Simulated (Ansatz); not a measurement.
**CH₄AsB: from a rough start to a minimum**

The task is to find a stationary geometry of CH₄AsB, then compute its harmonic vibrations to see whether it is a minimum and to get the zero-point energy and entropy, and look at its orbitals and charge.

Method: RKS PBE0-D4/def2-TZVP; program: Ansatz 0.2.0, Gaussian basis.

Levels to be run: relaxation at PBE-D4/def2-SVP; relaxation at PBE0-D4/def2-TZVP; harmonic vibrations at the same level; a single point in def2-TZVPP for the fields.

### Step 1. The starting structure

SMILES `B1C[AsH]1`, 7 atoms, charge 0, spin multiplicity 1.

Atoms are counted from 1 here; the program's logs count them from 0.

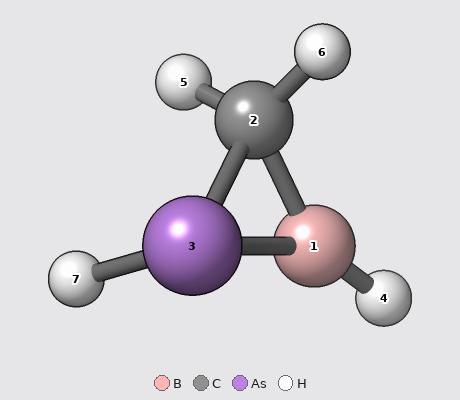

As it starts; boron pink, carbon grey, arsenic purple, hydrogen white; atoms are numbered from 1 in the order of the file.

The start is a force-field geometry with small random shifts, so a cheaper pass at PBE-D4/def2-SVP comes first.

### Step 2. Geometry optimisation, PBE-D4/def2-SVP (cheap first pass)

in.yaml

```yaml
crystal:
  periodic: [false, false, false]
  atoms:
    - {symbol: B, position_ang: [-0.833000, -0.050100, -0.577200]}
    - {symbol: C, position_ang: [0.115800, 0.484200, 0.526600]}
    - {symbol: As, position_ang: [1.219800, -0.162200, -0.822100]}
    - {symbol: H, position_ang: [-1.905100, -0.183600, -0.985000]}
    - {symbol: H, position_ang: [0.094700, -0.134600, 1.433300]}
    - {symbol: H, position_ang: [0.129400, 1.606300, 0.640300]}
    - {symbol: H, position_ang: [1.239600, -1.628000, -0.261600]}
basis:
  gaussian: {orbitals: def2-SVP}
hamiltonian: {xc: pbe, dispersion: d4}
relax: {f_tol: 0.03, max_steps: 200}
```

The run is started by

```console
> ansatz run in.yaml --threads 2 --pin off --events-out ev --progress --plain --max-ram 4352MiB
```

Log, shortened:

```text
Functional definition: PBE
  name "PBE"
  cite "Perdew, Burke & Ernzerhof, Phys. Rev. Lett. 77, 3865 (1996) doi:10.1103/PhysRevLett.77.3865"
  parent pbe
[...]
907 factors; their error is unknown
[...]
mean field -62597.15602640 eV, -2300.4030540939 hartree, gradient 6.3e-5 eV, S^2 0.000000; 0 other end points of the search recorded, 0 dependent functions left out
[...]
reference -62597.15605583 eV, -2300.4030551753 hartree; 24, 24 occupied and 56, 56 virtual orbitals, 907 factors
relax step   1: F+E_penalty+E_count = -62597.28035809 eV  Δ(F+E_penalty+E_count) = +0.000e0 eV  max|allowed force component| = 2.450e0 eV/Å  Δτ_max = 0.0000 Å  (25 SCF iters, accepted)
[...]
relax step   3: F+E_penalty+E_count = -62597.75385714 eV  Δ(F+E_penalty+E_count) = -1.008e-1 eV  max|allowed force component| = 3.828e-1 eV/Å  Δτ_max = 0.0980 Å  (29 SCF iters, accepted)
[...]
relax step   5: F+E_penalty+E_count = -62597.79822359 eV  Δ(F+E_penalty+E_count) = -1.570e-2 eV  max|allowed force component| = 2.268e-1 eV/Å  Δτ_max = 0.0977 Å  (28 SCF iters, accepted)
[...]
relax step   7: F+E_penalty+E_count = -62597.80781544 eV  Δ(F+E_penalty+E_count) = -1.794e-3 eV  max|allowed force component| = 4.599e-2 eV/Å  Δτ_max = 0.0115 Å  (29 SCF iters, accepted)
[...]
relax step   8: F+E_penalty+E_count = -62597.80792060 eV  Δ(F+E_penalty+E_count) = -1.052e-4 eV  max|allowed force component| = 3.273e-2 eV/Å  Δτ_max = 0.0065 Å  (30 SCF iters, accepted)
[...]
relax step   9: F+E_penalty+E_count = -62597.80803269 eV  Δ(F+E_penalty+E_count) = -1.121e-4 eV  max|allowed force component| = 1.067e-2 eV/Å  Δτ_max = 0.0046 Å  (23 SCF iters, accepted)
907 factors; their error is unknown
mean field -62597.68444543 eV, -2300.4224731350 hartree, gradient 9.4e-6 eV, S^2 0.000000; 1 other end points of the search recorded, 0 dependent functions left out
[...]
reference -62597.68447523 eV, -2300.4224742304 hartree; 24, 24 occupied and 56, 56 virtual orbitals, 907 factors
Total energy: -62597.80806250 eV, -2300.4270159787 hartree
Atom 0 at    -0.695200    -0.014059    -0.579147 Å, force     0.010669     0.001174     0.001623 eV/Å
Atom 1 at     0.005018     0.542774     0.641886 Å, force    -0.006452     0.002360    -0.000111 eV/Å
Atom 2 at     1.296137    -0.159951    -0.839298 Å, force    -0.006589     0.000474    -0.002714 eV/Å
Atom 3 at    -1.736598    -0.494027    -0.956335 Å, force    -0.000858    -0.000255     0.000561 eV/Å
Atom 4 at    -0.099869     0.115486     1.656444 Å, force    -0.000062    -0.000625    -0.001839 eV/Å
Atom 5 at     0.285414     1.611599     0.668077 Å, force     0.001609    -0.000605     0.001563 eV/Å
Atom 6 at     1.006298    -1.669821    -0.637326 Å, force     0.001682    -0.002523     0.000916 eV/Å
Dipole moment:    -0.058040     0.045798     0.134192 e Å
```

Run time: 5.5 s. Hardware: 2 threads of Intel Xeon 6975P-C, shared host.

The steps of the relaxation:

| step | energy from step 1 (eV) | largest force component (eV/Å) |
| --- | --- | --- |
| 1 | 0.0000 | 2.4497 |
| 2 | -0.3727 | 1.2829 |
| 3 | -0.4735 | 0.3828 |
| 4 | -0.5022 | 0.2284 |
| 5 | -0.5179 | 0.2268 |
| 6 | -0.5257 | 0.1113 |
| 7 | -0.5275 | 0.0460 |
| 8 | -0.5276 | 0.0327 |
| 9 | -0.5277 | 0.0107 |

Close pairs (by a distance rule), those that changed most:

| bond | before (Å) | after (Å) | change (Å) |
| --- | --- | --- | --- |
| C2–As3 | 1.859 | 2.087 | +0.228 |
| B1–As3 | 2.070 | 2.014 | -0.057 |
| B1–H4 | 1.155 | 1.207 | +0.052 |
| B1–C2 | 1.551 | 1.514 | -0.037 |
| C2–H6 | 1.128 | 1.105 | -0.023 |
| As3–H7 | 1.569 | 1.551 | -0.019 |
| C2–H5 | 1.098 | 1.106 | +0.008 |

### Step 3. Geometry optimisation, PBE0-D4/def2-TZVP

in.yaml

```yaml
crystal:
  periodic: [false, false, false]
  atoms:
    - {symbol: B, position_ang: [-0.695200, -0.014059, -0.579147]}
    - {symbol: C, position_ang: [0.005018, 0.542774, 0.641886]}
    - {symbol: As, position_ang: [1.296137, -0.159951, -0.839298]}
    - {symbol: H, position_ang: [-1.736598, -0.494027, -0.956335]}
    - {symbol: H, position_ang: [-0.099869, 0.115486, 1.656444]}
    - {symbol: H, position_ang: [0.285414, 1.611599, 0.668077]}
    - {symbol: H, position_ang: [1.006298, -1.669821, -0.637326]}
basis:
  gaussian: {orbitals: def2-TZVP}
hamiltonian: {xc: pbe0, dispersion: d4}
relax: {f_tol: 0.005, max_steps: 150}
```

Launched as before.

Log, shortened:

```text
Functional definition: PBE0
  name "PBE0"
  cite "Adamo & Barone, J. Chem. Phys. 110, 6158 (1999) doi:10.1063/1.478522"
  cite "Perdew, Burke & Ernzerhof, Phys. Rev. Lett. 77, 3865 (1996) doi:10.1103/PhysRevLett.77.3865"
  parent pbe
[...]
948 factors; their error is unknown
[...]
mean field -62609.21930453 eV, -2300.8463713882 hartree, gradient 2.0e-5 eV, S^2 0.000000; 0 other end points of the search recorded, 0 dependent functions left out
[...]
reference -62609.21933250 eV, -2300.8463724164 hartree; 24, 24 occupied and 110, 110 virtual orbitals, 948 factors
relax step   1: F+E_penalty+E_count = -62609.32184700 eV  Δ(F+E_penalty+E_count) = +0.000e0 eV  max|allowed force component| = 5.816e-1 eV/Å  Δτ_max = 0.0000 Å  (29 SCF iters, accepted)
[...]
reference -62609.24930012 eV, -2300.8474737060 hartree; 24, 24 occupied and 110, 110 virtual orbitals, 948 factors
Total energy: -62609.35207424 eV, -2300.8512505853 hartree
Atom 0 at    -0.702424    -0.014547    -0.576446 Å, force    -0.004431    -0.001691     0.001201 eV/Å
Atom 1 at     0.010841     0.533951     0.627475 Å, force     0.003205     0.002228     0.002767 eV/Å
Atom 2 at     1.271581    -0.163491    -0.837018 Å, force     0.003092    -0.001775     0.000370 eV/Å
Atom 3 at    -1.739007    -0.452883    -0.947098 Å, force     0.000263     0.001183    -0.000536 eV/Å
Atom 4 at    -0.082096     0.096021     1.618138 Å, force    -0.000381     0.000553    -0.002243 eV/Å
Atom 5 at     0.267229     1.590466     0.663902 Å, force    -0.001823    -0.002287    -0.000912 eV/Å
Atom 6 at     1.035077    -1.657516    -0.594652 Å, force     0.000075     0.001788    -0.000648 eV/Å
Dipole moment:    -0.107359     0.045767     0.137455 e Å
```

Wall time 12 s (2 threads of Intel Xeon 6975P-C, shared host).

Step by step:

```
step  energy from step 1 (eV)  largest force component (eV/Å)
   1                   0.0000                          0.5816
   2                  -0.0266                          0.1766
   3                  -0.0295                          0.0359
   4                  -0.0300                          0.0272
   5                  -0.0300                          0.0304
   6                  -0.0301                          0.0344
   7                  -0.0302                          0.0138
   8                  -0.0302                          0.0044
```

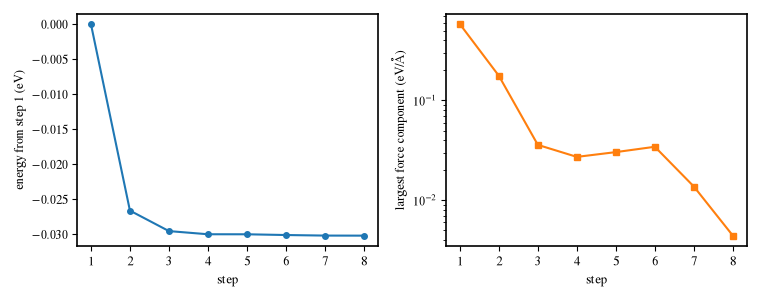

Energy and largest force along the relaxation.

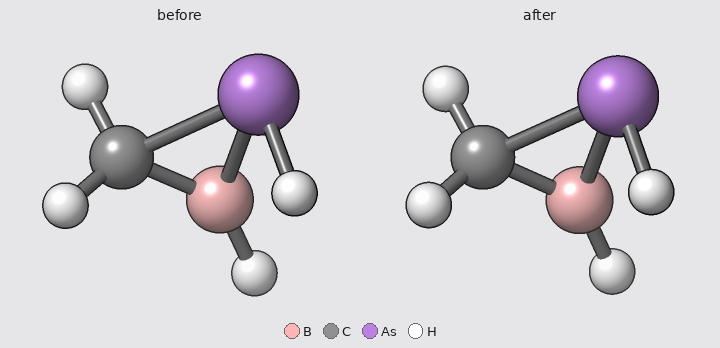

Before and after, at one scale.

Distances of close pairs at the start and the end, largest changes first:

```
  bond  before (Å)  after (Å)  change (Å)
C2–As3       2.087      2.054      -0.032
 B1–H4       1.207      1.185      -0.022
 C2–H5       1.106      1.087      -0.019
As3–H7       1.551      1.532      -0.019
 C2–H6       1.105      1.088      -0.018
B1–As3       2.014      1.997      -0.017
 B1–C2       1.514      1.503      -0.011
```

Mulliken charges at the end point, from the run's report:

```csv
atom,value (e)
B1,-0.01
C2,-0.36
As3,-0.06
H4,0.06
H5,0.15
H6,0.17
H7,0.05
```

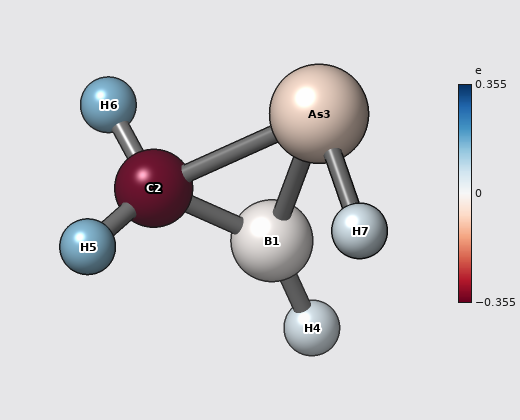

Mulliken charges at the end point, from the run's report, as colours on the atoms.

### Step 4. Force constants and modes

in.yaml

```yaml
crystal:
  periodic: [false, false, false]
  atoms:
    - {symbol: B, position_ang: [-0.702424, -0.014547, -0.576446]}
    - {symbol: C, position_ang: [0.010841, 0.533951, 0.627475]}
    - {symbol: As, position_ang: [1.271581, -0.163491, -0.837018]}
    - {symbol: H, position_ang: [-1.739007, -0.452883, -0.947098]}
    - {symbol: H, position_ang: [-0.082096, 0.096021, 1.618138]}
    - {symbol: H, position_ang: [0.267229, 1.590466, 0.663902]}
    - {symbol: H, position_ang: [1.035077, -1.657516, -0.594652]}
basis:
  gaussian: {orbitals: def2-TZVP}
hamiltonian: {xc: pbe0, dispersion: d4}
phonons: {temperatures: {t_min: 298.15, t_max: 900, t_step: 200}}
```

The command is unchanged.

Log, shortened:

```text
Functional definition: PBE0
  name "PBE0"
  cite "Adamo & Barone, J. Chem. Phys. 110, 6158 (1999) doi:10.1063/1.478522"
  cite "Perdew, Burke & Ernzerhof, Phys. Rev. Lett. 77, 3865 (1996) doi:10.1103/PhysRevLett.77.3865"
  parent pbe
[...]
948 factors; their error is unknown
[...]
mean field -62609.24927493 eV, -2300.8474727804 hartree, gradient 1.8e-5 eV, S^2 0.000000; 0 other end points of the search recorded, 0 dependent functions left out
[...]
reference -62609.24930277 eV, -2300.8474738032 hartree; 24, 24 occupied and 110, 110 virtual orbitals, 948 factors
[...]
948 factors; their error is unknown
mean field -62609.24913102 eV, -2300.8474674918 hartree, gradient 1.9e-6 eV, S^2 0.000000; 0 other end points of the search recorded, 0 dependent functions left out
[...]
reference -62609.24915884 eV, -2300.8474685142 hartree; 24, 24 occupied and 110, 110 virtual orbitals, 948 factors
[...]
Total energy: -62609.35207689 eV, -2300.8512506827 hartree
Atom 0 at    -0.702424    -0.014547    -0.576446 Å, force    -0.004448    -0.001685     0.001173 eV/Å
Atom 1 at     0.010841     0.533951     0.627475 Å, force     0.003203     0.002224     0.002799 eV/Å
Atom 2 at     1.271581    -0.163491    -0.837018 Å, force     0.003091    -0.001764     0.000346 eV/Å
Atom 3 at    -1.739007    -0.452883    -0.947098 Å, force     0.000273     0.001185    -0.000530 eV/Å
Atom 4 at    -0.082096     0.096021     1.618138 Å, force    -0.000380     0.000555    -0.002248 eV/Å
Atom 5 at     0.267229     1.590466     0.663902 Å, force    -0.001821    -0.002287    -0.000909 eV/Å
Atom 6 at     1.035077    -1.657516    -0.594652 Å, force     0.000081     0.001771    -0.000631 eV/Å
Dipole moment:    -0.107358     0.045767     0.137455 e Å
Vibrations: 353.20 439.40 499.05 564.36 633.57 813.58 866.99 901.20 924.61 1130.49 1393.80 2161.57 2722.90 3123.85 3195.73 cm⁻¹, zero-point energy 1.222749 eV
```

It took 39 s on 2 threads of Intel Xeon 6975P-C, shared host.

Motions are named by where the mode's potential energy lies. Wavenumbers, unscaled:

```csv
mode,cm⁻¹,motion
1,353,bend
2,439,bend
3,499,As–C stretch with bend
4,564,bend
5,634,bend with out-of-plane bend
6,814,bend
7,867,bend
8,901,bend
9,925,bend
10,1130,B–C stretch with bend
11,1394,bend
12,2162,As–H stretch
13,2723,B–H stretch
14,3124,C–H stretch
15,3196,C–H stretch
```

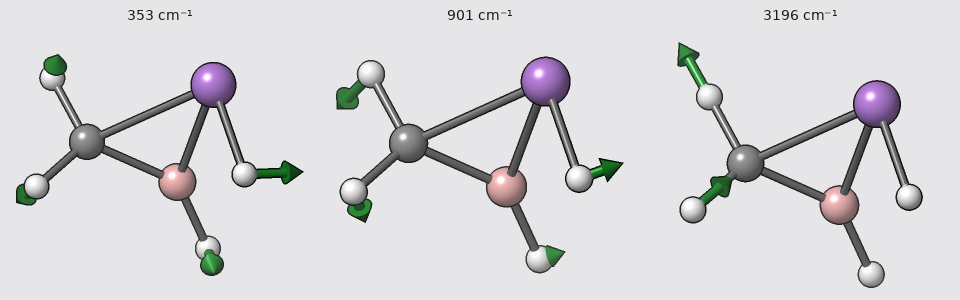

How the atoms move in 3 of the modes.

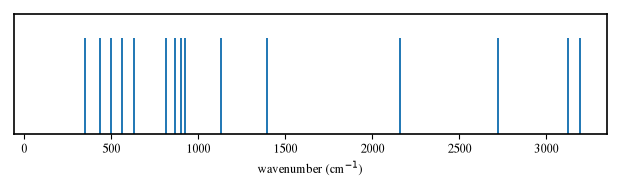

The harmonic wavenumbers as sticks (no intensities were computed).

From these modes and the moments of inertia (298.15 K, 1 bar, symmetry number 1):

```csv
term,value
zero-point energy,118.0 kJ/mol
H(298) − E,131.7 kJ/mol
"entropy, translation",166.5 J/(mol K)
"entropy, rotation",98.4 J/(mol K)
"entropy, vibration",17.8 J/(mol K)
"entropy, total",282.6 J/(mol K)
```

### Step 5. Fields at the relaxed geometry

in.yaml, as its differences from that of step 4:

```diff
@@ -11,4 +11,4 @@
 basis:
-  gaussian: {orbitals: def2-TZVP}
+  gaussian: {orbitals: def2-TZVPP}
 hamiltonian: {xc: pbe0, dispersion: d4}
-phonons: {temperatures: {t_min: 298.15, t_max: 900, t_step: 200}}
+output: {orbitals: {seedname: orbitals}}
```

Launched as before.

Log:

```text
Functional definition: PBE0
  name "PBE0"
  cite "Adamo & Barone, J. Chem. Phys. 110, 6158 (1999) doi:10.1063/1.478522"
  cite "Perdew, Burke & Ernzerhof, Phys. Rev. Lett. 77, 3865 (1996) doi:10.1103/PhysRevLett.77.3865"
  parent pbe
  parameter a = 0.25
  parameter kappa = 0.804
  parameter beta = 0.06672455060314922
  exchange = (1 - a)*pbe_x(kappa = kappa, mu = beta*pi^2/3) + a*exact_x
  correlation = pbe_c(beta = beta)
1008 factors; their error is unknown
mean field evaluation 1: about -62601.6351 eV, gradient 5.5e1 eV
mean field evaluation 2: about -62590.4807 eV, gradient 7.8e1 eV
mean field evaluation 4: about -62608.9958 eV, gradient 4.4e0 eV
mean field evaluation 8: about -62609.0398 eV, gradient 7.1e-2 eV
mean field evaluation 16: about -62609.2825 eV, gradient 3.9e-5 eV
mean field -62609.28252459 eV, -2300.8486946829 hartree, gradient 3.9e-5 eV, S^2 0.000000; 0 other end points of the search recorded, 0 dependent functions left out
reference -62609.28255257 eV, -2300.8486957109 hartree; 24, 24 occupied and 142, 142 virtual orbitals, 1008 factors
Total energy: -62609.38532669 eV, -2300.8524725903 hartree
```

It took 1.2 s on 2 threads of Intel Xeon 6975P-C, shared host.

Orbitals, density, ELF and potential are computed afterwards from the orbital file.

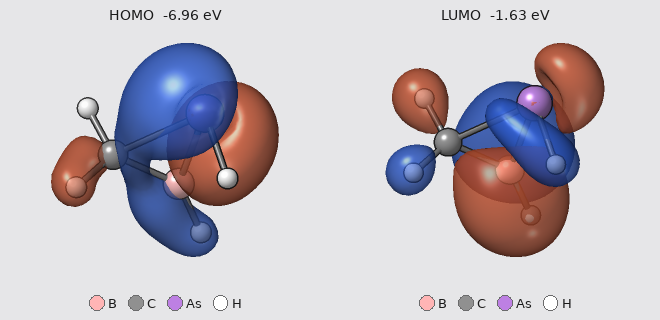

Frontier orbitals at PBE0-D4/def2-TZVPP; each surface holds 70 % of the orbital's density, blue and red mark the sign.

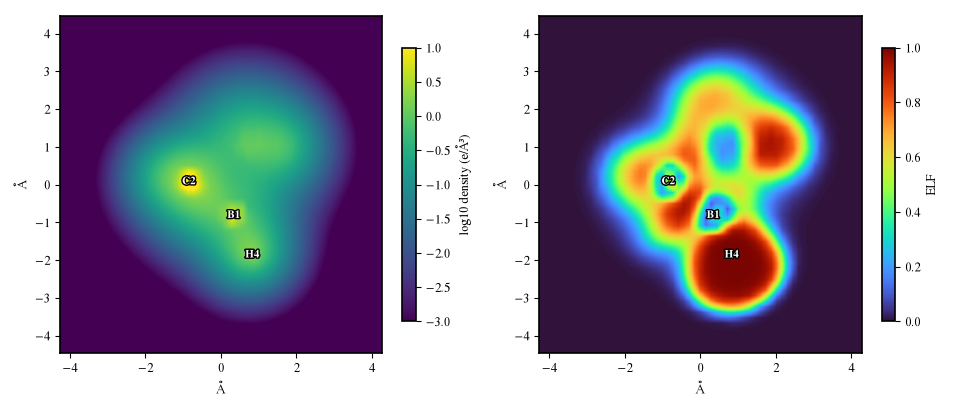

Density (left) and ELF (right) in a plane through or near 3 of the atoms.

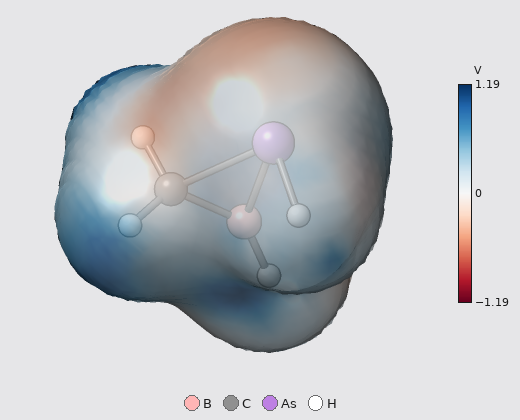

The potential that a unit positive charge feels on the 0.002 e/bohr³ surface, from -0.52 to 1.19 V.

### Step 6. Outcome

```
                  quantity            value
               point group               C1
                     steps            9 + 8
shift from the start (rms)          0.250 Å
              total energy   -62609.3521 eV
           dispersion term         -103 meV
             dipole moment           0.87 D
lowest, highest wavenumber   353, 3196 cm⁻¹
         zero-point energy     118.0 kJ/mol
       entropy at 298.15 K  282.6 J/(mol K)
                HOMO, LUMO  -6.96, -1.63 eV
```

The atoms moved 0.25 Å (rms) from the start; the bond that changed most is C2–As3, from 1.859 to 2.054 Å. All wavenumbers are real, so the end point is a minimum. The stiffest mode, 3196 cm⁻¹, is a C–H stretch. Harmonic hybrid wavenumbers usually lie a few per cent above measured fundamentals. The largest Mulliken charge, -0.36 e, sits on C2. The HOMO lies mostly on As3 47 %; B1 27 % and the LUMO on B1 54 %; H4 14 %.
